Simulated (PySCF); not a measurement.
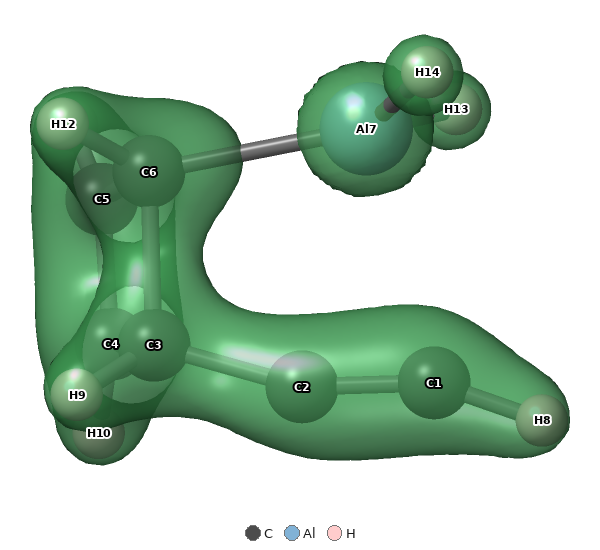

*C6H7Al. Isosurface of the total electron density at 0.8 e/Å³ (green), seen at a tilt.*

Geometry: GFN2-xTB.

Method: PySCF 2.14.0, PBE0/pcSseg-1, SCF density, gas phase, non-relativistic.

The calculation's input:

```
{"job": {"kind": "nmr", "xc": "PBE0", "basis": "pcSseg-1"}, "charge": 0, "multiplicity": 1}
C      1.523572     1.546805    -0.212570
C      1.299303     0.574007     0.483280
C      0.627515    -0.505129     1.141858
C      0.426765    -1.736545     0.293987
C     -0.889766    -1.571986     0.192399
C     -0.942108    -0.283656     0.962866
Al    -0.898125     1.372309    -0.223069
H      2.075231     2.292723    -0.716713
H      0.976540    -0.667333     2.161038
H      1.144814    -2.438084    -0.090715
H     -1.668545    -2.144443    -0.281364
H     -1.485063    -0.367109     1.912141
H     -1.003129     1.164704    -1.757104
H     -1.187683     2.763264     0.391824
```

Launched as:

```sh
OMP_NUM_THREADS=1 python probes_run.py task.json out
```

Q: What does this surface tell about the bonding?

A: At this value the surface falls into four separate pieces. It bridges the sampled C–C (1.22 Å), C–H (1.06 Å) and C–C (1.33 Å) contacts, where the density stays above the isovalue. It is pinched off along the sampled C–Al (2.04 Å) contacts. On the grid the lowest density along these lines, outside the cores, is 2.7 e/Å³ (C–C, 1.22 Å), 0.52 e/Å³ (C–Al, 2.04 Å), 2 e/Å³ (C–H, 1.06 Å) and 2.3 e/Å³ (C–C, 1.33 Å).
